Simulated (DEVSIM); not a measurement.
Structure: Au/SiO2/p-Si capacitor, at 300 K.

| layer (left to right) | material | thickness (nm) | Na (cm⁻³) |
|---|---|---|---|
| 1 | SiO2 | 11.0 | - |
| 2 | Si | 1600 | 1.3e17 |

Metal gate on the left, work function 5.1 eV. Fixed charge at the semiconductor interface -6.7e11 cm⁻² (in units of +e); no interface traps.

This is a model device: material constants are rounded textbook-type values typed into the input, and sizes, dopings and lifetimes were drawn at random. Values at 300 K.

```csv
parameter,SiO2,Si
gap (eV),9,1.124
affinity (eV),0.9,4.05
permittivity,3.9,11.7
Nc (cm⁻³),-,2.86e19
Nv (cm⁻³),-,3.1e19
```

DEVSIM, 1D Poisson equation in equilibrium, Boltzmann statistics, complete ionisation; no quantum confinement or tunnelling. Metal contacts follow the ideal Schottky-Mott rule: no Fermi-level pinning, no interface dipoles.

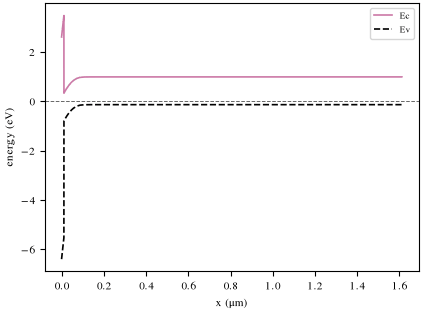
Fig. 1. Band edges at 1.6 V on the gate

Energies count from the Fermi level of the right contact; mesh points crowd at the junctions.

| x (μm) | Ec (eV) | Ev (eV) | n (cm⁻³) | p (cm⁻³) | field (V/cm) |
|---|---|---|---|---|---|
| 0.000 | 2.600 | -6.400 | < 1e2 | < 1e2 | 790000 |
| 0.001180 | 2.693 | -6.307 | < 1e2 | < 1e2 | 790000 |
| 0.003299 | 2.861 | -6.139 | < 1e2 | < 1e2 | 790000 |
| 0.006687 | 3.129 | -5.871 | < 1e2 | < 1e2 | 790000 |
| 0.009803 | 3.375 | -5.625 | < 1e2 | < 1e2 | 790000 |
| 0.01099 | 3.469 | -5.531 | < 1e2 | < 1e2 | 580000 |
| 0.01220 | 0.339 | -0.785 | 5.8e13 | 2000000 | 160000 |
| 0.01637 | 0.403 | -0.721 | 4.9e12 | 2.4e7 | 150000 |
| 0.02359 | 0.505 | -0.619 | 9.3e10 | 1.3e9 | 130000 |
| 0.03880 | 0.687 | -0.437 | 8.2e7 | 1.4e12 | 100000 |
| 0.07082 | 0.918 | -0.206 | 11000 | 1.1e16 | 41000 |
| 0.1726 | 0.982 | -0.142 | 890 | 1.3e17 | 12 |
| 0.3526 | 0.982 | -0.142 | 890 | 1.3e17 | ≈ 0 |
| 0.7316 | 0.982 | -0.142 | 890 | 1.3e17 | ≈ 0 |
| 1.268 | 0.982 | -0.142 | 890 | 1.3e17 | ≈ 0 |
| 1.449 | 0.982 | -0.142 | 890 | 1.3e17 | ≈ 0 |
| 1.535 | 0.982 | -0.142 | 890 | 1.3e17 | ≈ 0 |
| 1.575 | 0.982 | -0.142 | 890 | 1.3e17 | ≈ 0 |
| 1.599 | 0.982 | -0.142 | 890 | 1.3e17 | ≈ 0 |
| 1.606 | 0.982 | -0.142 | 890 | 1.3e17 | ≈ 0 |
| 1.609 | 0.982 | -0.142 | 890 | 1.3e17 | ≈ 0 |
| 1.611 | 0.982 | -0.142 | 890 | 1.3e17 | ≈ 0 |
